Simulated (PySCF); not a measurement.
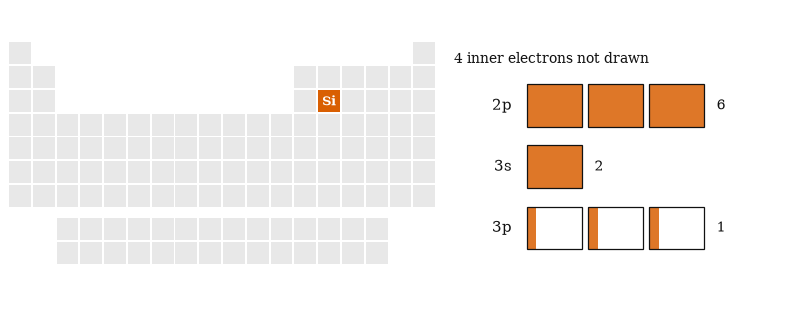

Left, the place of silicon in the periodic table; right, the outer shells of the nominal configuration: a box for each of the 2l + 1 orbitals, shaded by the share of the shell that is filled, with the electron count at the right.

Atomic calculation, with input and output: Si⁺

System: Si⁺, configuration 1s2 2s2 2p6 3s2 3p1, multiplicity 2.
Method: unrestricted B2PLYP, aug-cc-pV(Q+d)Z, non-relativistic, point nucleus (PySCF).

Input file:
```python
from pyscf import gto, scf, dft, mp, cc
import basis_set_exchange as bse
mol = gto.M(atom="Si 0 0 0", charge=1, spin=1, symmetry="D2h",
            basis=gto.basis.parse(bse.get_basis("aug-cc-pV(Q+d)Z", elements=["Si"], fmt="nwchem")))
mf = dft.UKS(mol, xc="0.53*HF + 0.47*B88, 0.73*LYP")
mf.irrep_nelec = {'Ag': (3, 3), 'B1u': (1, 1), 'B2u': (2, 1), 'B3u': (1, 1)}
mf.kernel()
```

The script is an equivalent of what the driver set up; the driver started from orbitals of its own, so the log can be shorter than this script's would be, and it computed the properties (radii, ⟨L²⟩, response) afterwards. It held the occupations shell by shell, which the script's counts by irreducible representation don't always enforce. The second-order step of the double hybrid, with the core frozen, followed the SCF and isn't in the script.

Log (extracts):
```
damping factor = 0
level_shift factor = 0
DIIS = <class 'pyscf.scf.diis.CDIIS'>
diis_start_cycle = 1
diis_space = 10
diis_damp = 0
SCF conv_tol = 1e-09
SCF conv_tol_grad = None
number electrons alpha = 7  beta = 6
XC functionals = 0.53*HF + 0.47*B88, 0.73*LYP
    A. D. Becke.,  Phys. Rev. A 38, 3098 (1988)
    C. Lee, W. Yang, and R. G. Parr.,  Phys. Rev. B 37, 785 (1988)
    B. Miehlich, A. Savin, H. Stoll, and H. Preuss.,  Chem. Phys. Lett. 157, 200 (1989)
cycle= 1 E= -288.951521394662  delta_E= -0.00365  |g|= 0.0159  |ddm|= 1.46
cycle= 2 E= -288.951757674581  delta_E= -0.000236  |g|= 0.00471  |ddm|= 0.141
cycle= 3 E= -288.951783110724  delta_E= -2.54e-05  |g|= 0.00137  |ddm|= 0.0414
cycle= 4 E= -288.951785502192  delta_E= -2.39e-06  |g|= 5.38e-05  |ddm|= 0.00911
cycle= 5 E= -288.951785506424  delta_E= -4.23e-09  |g|= 6.68e-06  |ddm|= 0.000349
cycle= 6 E= -288.951785506503  delta_E= -7.91e-11  |g|= 7.49e-07  |ddm|= 4.84e-05
converged SCF energy = -288.951785506503  <S^2> = 0.75802311  2S+1 = 2.0080071
```

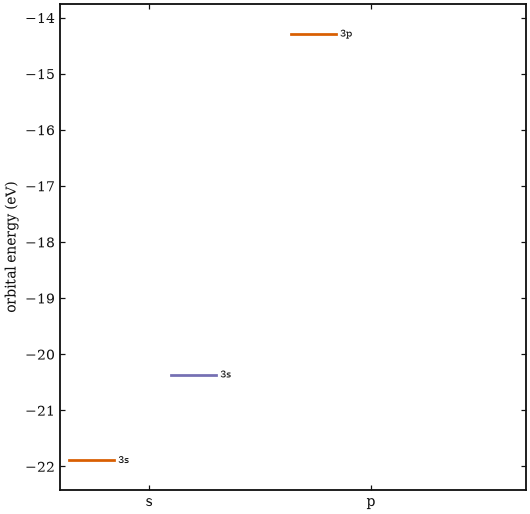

Orbital energies of the mean field, from the top down to −21.9 eV, by angular momentum, α spin at the left of each column and β at the right; ×n counts the orbitals under one label. The highest filled orbital is 3p α at −14.3 eV, the lowest empty one p α at −9.33 eV.

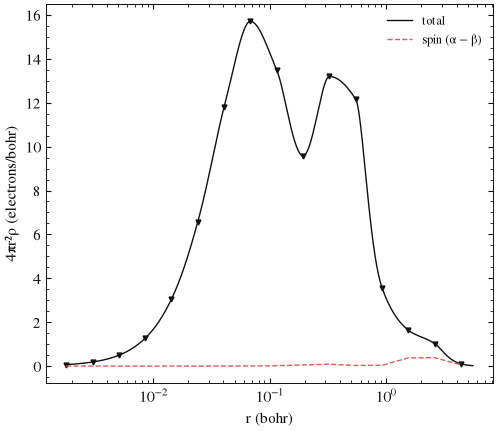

Spherically averaged radial density 4πr²ρ of the mean field and its spin part; markers are the stored points, which are sparse, and the line is a monotone interpolation between them. The largest stored value is 15.7 electrons/bohr at r = 0.068 bohr. Root-mean-square radii of the shells: 1s 0.129, 2p 0.602, 2s 0.618, 3s 2.23, 3p 2.64 bohr.

Key numbers:

| quantity | value |
| --- | --- |
| outcome | converged |
| total energy | −288.967249 hartree |
| mean-field energy | −288.951786 hartree |
| kinetic energy | 288.253298 hartree |
| second-order correlation (valence shells only, unscaled; the total energy holds 0.27 of it) | −0.057272 hartree |
| ⟨S²⟩ | 0.758 |
| ⟨L²⟩ | 2.02 |
| SCF iterations | 6 |
| hardware | 1 CPU thread, shared host |
| CPU time | 2 s (integrals apart) |
